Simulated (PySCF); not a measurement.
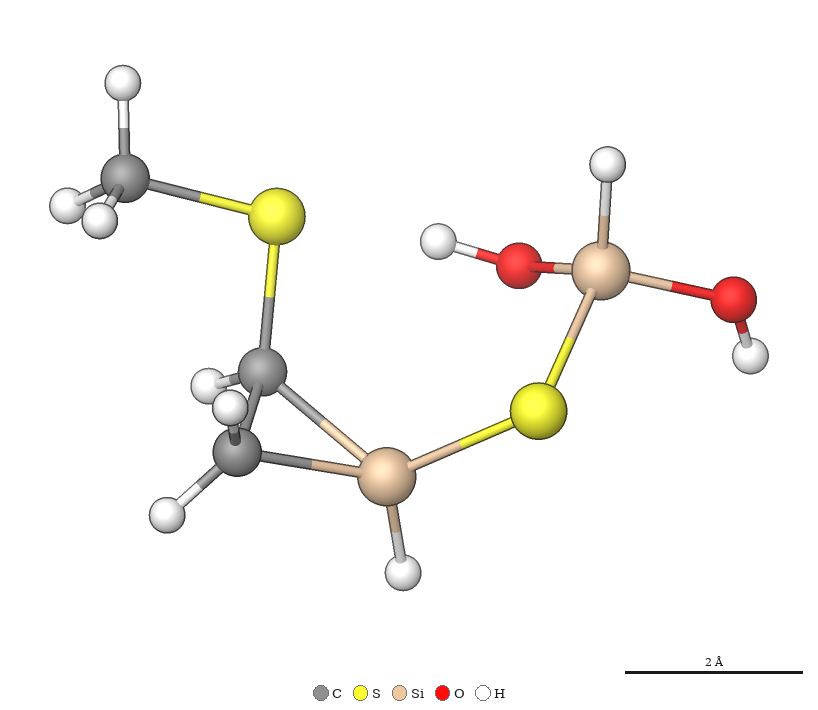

Every bond is drawn as one stick, whatever its order.

The geometry was computed by an optimisation with GFN2-xTB. No frequency run is at hand to confirm it as a minimum.

Question: Count the atoms of each element.

Answer: C3H10O2S2Si2, 19 atoms: 3 carbon, 10 hydrogen, 2 oxygen, 2 sulfur and 2 silicon.

Question: Write the SMILES.

Answer: CS[C@@H]1C[Si@@H]1S[SiH](O)O

Question: Does it have rings?

Answer: Independent rings (smallest set): 1 of 3 members.

The parts below concern this one geometry. Atoms keep their numbers from picture to picture.

Symmetry

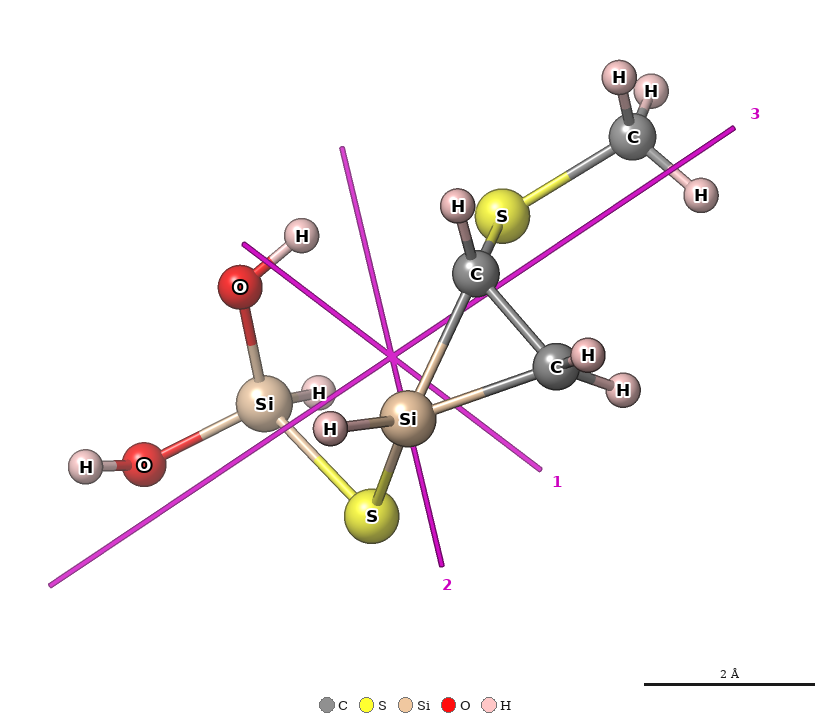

The three principal axes of inertia are drawn and numbered. Depth is shown by fading: the farther an atom, the more it takes the colour of the background. No frequency run is at hand to confirm it as a minimum. Masses are those of the most abundant isotopes; constants are for the rigid equilibrium geometry.

Question: Which line is the a axis (least moment of inertia), which b and which c?

Answer: a is line 3, b is line 2, c is line 1; the moments are 372, 880, 1099 u Å².

Question: What kind of rotor is it, and what are its rotational constants in cm⁻¹?

Answer: An asymmetric top (C1): A = 0.0453, B = 0.0192, C = 0.0153 cm⁻¹. Ray's parameter κ is −0.75, nearer the prolate limit.

Electronic properties

No frequency run is at hand to confirm it as a minimum. Method: PBE0/pcSseg-1, gas phase (PySCF 2.14.0).

What does the calculation give?

- dipole moment: 3.26 D
- HOMO energy (Kohn–Sham orbital): −6.63 eV
- LUMO energy (Kohn–Sham orbital): −0.29 eV
- HOMO–LUMO gap: 6.35 eV

Ring current

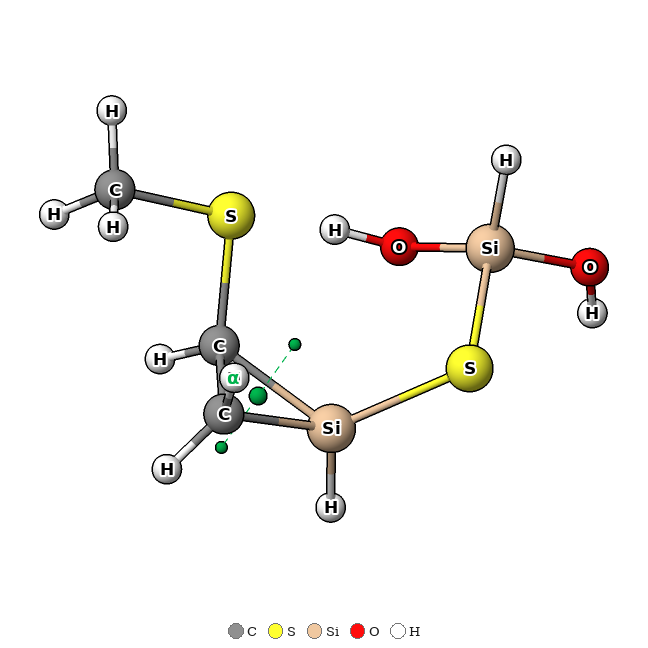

The small points mark where nucleus-independent chemical shifts (NICS) were computed: at the centre of each lettered ring and 1 Å above and below it. No frequency run is at hand to confirm it as a minimum. Level of theory: GIAO PBE0/pcSseg-1 NMR shielding, non-relativistic, gas phase (PySCF 2.14.0).

Give NICS(0), NICS(1) and the out-of-plane component NICS(1)zz for each ring (means of the two sides).

```
ring  members  NICS(0)  NICS(1)  NICS(1)zz
   α     C2Si    −24.9     −7.5      −13.6
```

Values in ppm.

NMR shielding

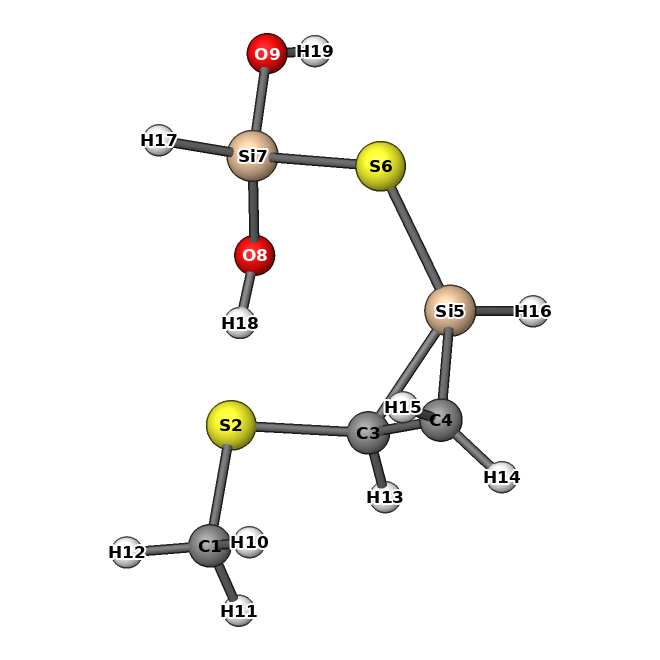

The questions are on isotropic NMR shieldings of the O atoms. No frequency run is at hand to confirm it as a minimum. Level of theory: GIAO PBE0/pcSseg-1 NMR shielding, non-relativistic, gas phase (PySCF 2.14.0).

List the isotropic NMR shieldings of the O atoms.

| atom | σ (ppm) |
| --- | --- |
| O8 | 256.7 |
| O9 | 272.5 |

The geometry is semi-empirical. Around Si such bond lengths and angles can be off by a tenth of an ångström or more and by several degrees, and values that hang on the shape move with them.
